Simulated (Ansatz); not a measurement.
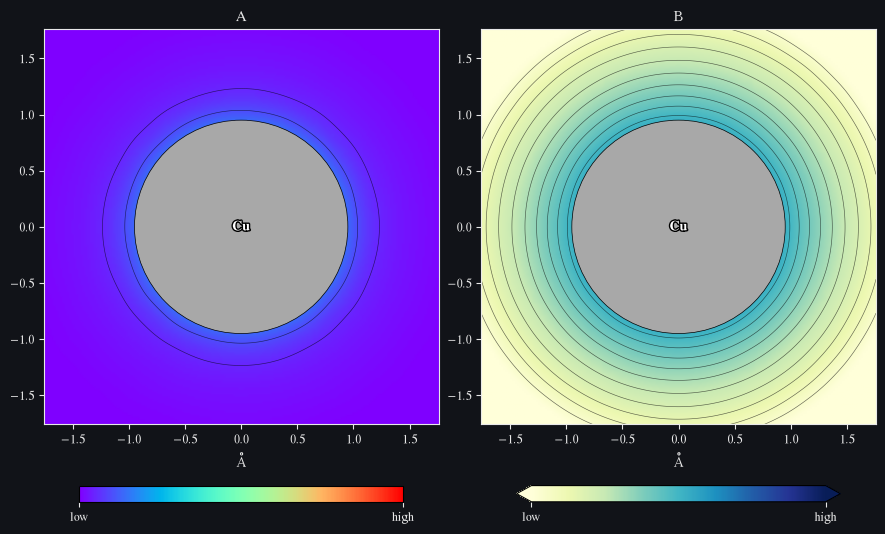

Cu (charge +1): 2 fields on a plane that holds the molecular axis, with unlabelled colour scales. Grey discs cover the atomic cores.

Geometry: PBE0-D4/def2-TZVP.

The calculation used RKS PBE0/def2-TZVPPD (Ansatz 0.2.0).

Question: The panels show electron density and electron localisation function in some order. Assign them.

Answer: Panel A: electron localisation function. Panel B: electron density.
